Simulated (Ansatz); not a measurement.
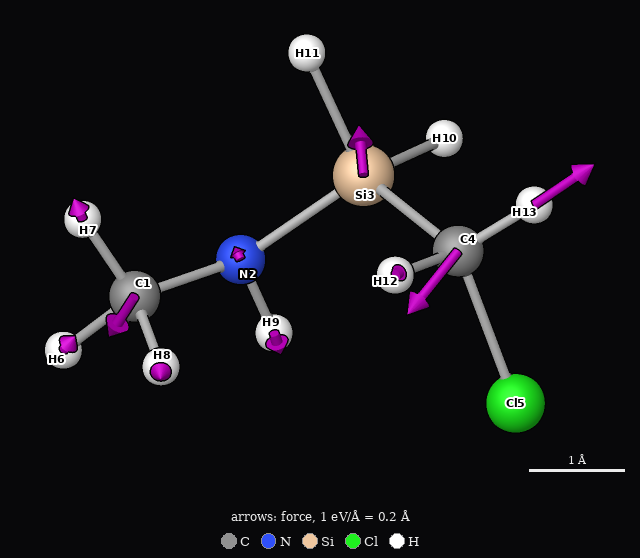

Starting geometry of C2H8ClNSi (coarse preliminary run) with the computed forces as purple arrows. A ball-and-stick model, seen at a tilt.

The start comes from a force field.

Computed with Ansatz, RKS PBE-D4/def2-SVP.

Input file:
```yaml
crystal:
  periodic: [false, false, false]
  atoms:
    - {symbol: C, position_ang: [-1.120200, 0.986100, 1.105700]}
    - {symbol: N, position_ang: [0.086000, 1.124200, 0.371100]}
    - {symbol: Si, position_ang: [1.081400, -0.192100, 0.005800]}
    - {symbol: C, position_ang: [0.410100, -1.445700, -1.080600]}
    - {symbol: Cl, position_ang: [-0.188200, -0.708300, -2.619900]}
    - {symbol: H, position_ang: [-1.585800, 2.048500, 1.239100]}
    - {symbol: H, position_ang: [-1.002600, 0.589000, 2.089500]}
    - {symbol: H, position_ang: [-1.866800, 0.455000, 0.534500]}
    - {symbol: H, position_ang: [-0.062900, 1.661700, -0.449700]}
    - {symbol: H, position_ang: [2.334200, 0.380200, -0.575000]}
    - {symbol: H, position_ang: [1.475700, -0.801400, 1.339300]}
    - {symbol: H, position_ang: [-0.526700, -1.900600, -0.598000]}
    - {symbol: H, position_ang: [0.986100, -2.231300, -1.347000]}
basis:
  gaussian: {orbitals: def2-SVP}
hamiltonian: {xc: pbe, dispersion: d4}
relax: {f_tol: 0.03, max_steps: 200}
```

Launched with:
```bash
ansatz run in.yaml --threads 4 --pin off --events-out ev --progress --plain --max-ram 10444MiB
```

> Is this structure relaxed? If not, where do the atoms go?

It isn't relaxed: the largest force vector, on C4, is 4.65 eV/Å. The final displacements have little in common with the starting forces (cosine between the two patterns 0.24). H7 moves most after the best rigid fit: 0.33 Å. By element the largest moves are H 0.33 Å, Cl 0.13 Å, C 0.11 Å, N 0.07 Å, Si 0.07 Å. Near-neighbour distances that change, for instance: Si3–C4 1.790 → 1.912 Å, C4–H13 1.010 → 1.109 Å, C1–H6 1.168 → 1.111 Å, N2–Si3 1.690 → 1.738 Å. Bond angles that change, for instance: Si3–C4–H13 119.4° → 112.6°, Si3–N2–H9 109.4° → 115.4°, H10–Si3–H11 106.1° → 111.9°. After 7 geometry steps the energy has fallen by 16.1 kcal/mol. The largest force component goes from 4.6 to 0.015 eV/Å.
